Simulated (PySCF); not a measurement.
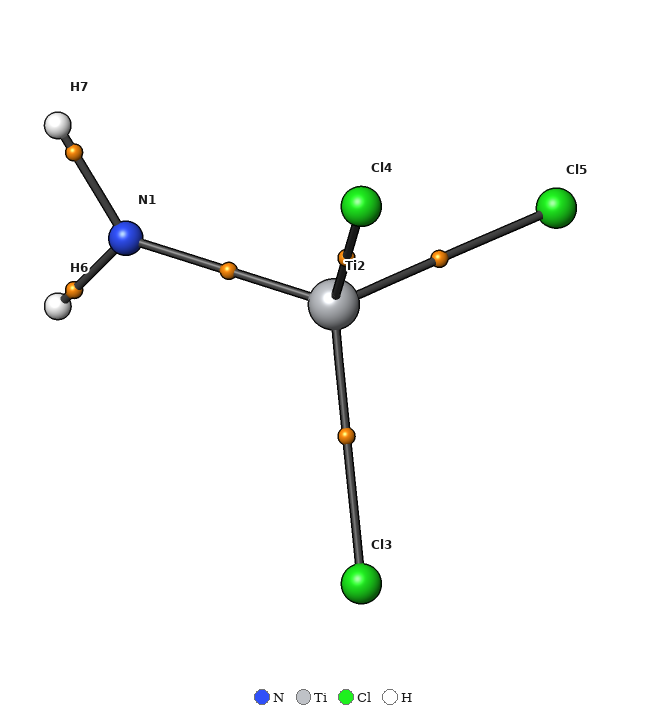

*Cl₃H₂NTi, SMILES `N[Ti](Cl)(Cl)Cl`. Molecular graph of the electron density (QTAIM): bond paths, bond critical points (orange), ring points (yellow, if any); weak paths are dashed.*

PySCF calculation, B3LYP/def2-SVPD, gas phase; geometry: GFN2-xTB. This is a single-reference result, which may miss multireference character in this system. No frequency check shows the geometry to be a minimum. GFN2-xTB bond lengths at metals and heavier atoms can be off by up to 0.1 Å and shapes distorted, which carries into these values.

**How many critical points of each kind are there, and does the count close?**

7 nuclei, 6 bond, 0 ring and 0 cage critical points: 7 − 6 + 0 − 0 = 1, as the Poincaré–Hopf relation requires.

**Tabulate density, Laplacian, ellipticity and energy density at the bond critical points (atomic units).**

| bond | length (Å) | ρ (a.u.) | ∇²ρ (a.u.) | ε | H (a.u.) |
| --- | --- | --- | --- | --- | --- |
| N1–H7 (2 alike) | 1.022 | 0.323 | −1.48 | 0.02 | −0.418 |
| N1–Ti2 | 1.816 | 0.165 | +0.49 | 0.33 | −0.076 |
| Ti2–Cl3 (2 alike) | 2.131 | 0.107 | +0.31 | 0.03 | −0.031 |
| Ti2–Cl5 | 2.134 | 0.107 | +0.31 | 0.00 | −0.031 |

**What kind of interaction is Ti2–Cl3?**

Polar or intermediate (positive Laplacian, negative energy density H): ρ = 0.107, ∇²ρ = +0.31, H = −0.031 a.u.
